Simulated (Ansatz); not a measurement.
BN2 (charge −1, triplet)

The calculation's input:

```
crystal:
  periodic: [false, false, false]
  atoms:
    - {symbol: B, position_ang: [0.923354, 0.066512, 0.012095]}
    - {symbol: N, position_ang: [-0.414853, -0.679620, -0.026260]}
    - {symbol: N, position_ang: [-0.508500, 0.613109, 0.014155]}
basis:
  gaussian: {orbitals: def2-TZVPD, initial_orbitals: start.molden}
total_charge: -1
magnetization: {spin_polarized: true, initial_magnetization: 2}
hamiltonian: {xc: pbe0, dispersion: d4}
output: {orbitals: {seedname: orbitals}}
```

Run with:

```sh
ansatz run in.yaml --threads 4 --pin off --events-out ev --progress --plain --max-ram 3916MiB
```

Geometry: PBE0-D4/def2-TZVPD; the highest occupied orbital lies above zero, a sign that basis and functional describe the outermost electron poorly.

These are results of Ansatz 0.2.0, UKS PBE0-D4/def2-TZVPD, not measurements.

> What can the converged electron density, electron localisation function and spin density tell about the bonding?

N–N (1.30 Å): the density is about 2.8 e/Å³ at the midpoint; the ELF peaks at about 0.85 between the atoms, as expected for a covalent bond.
B–N (1.53 Å): ρ is about 1.4 e/Å³ halfway; the ELF peaks at about 0.80 between the atoms (a shared but strongly polarised pair).
The unpaired spin (2 electrons) lies mostly on N2 (about 0.9), N3 (about 0.9) and B1 (about 0.3), in electrons by Hirshfeld's partition.

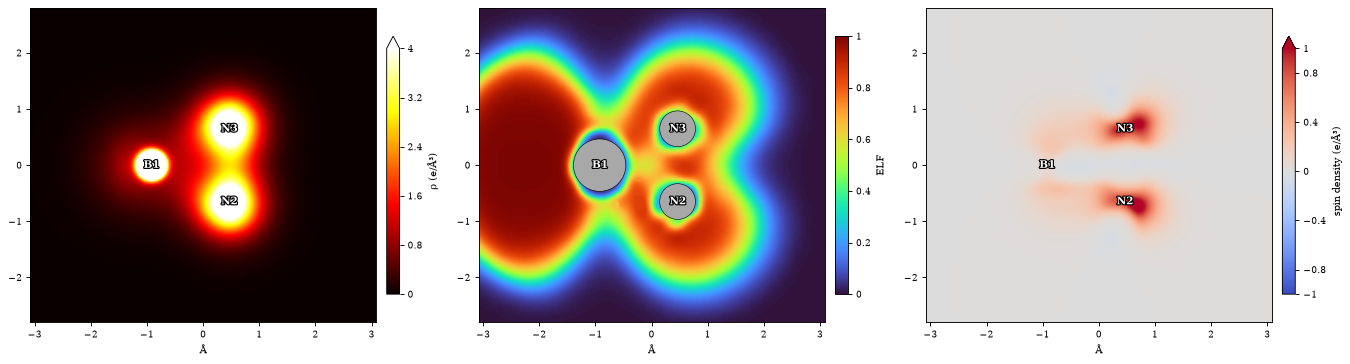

Computed electron density, electron localisation function and spin density on the molecular plane, in this order. Grey discs cover the atomic cores in the ELF map. 
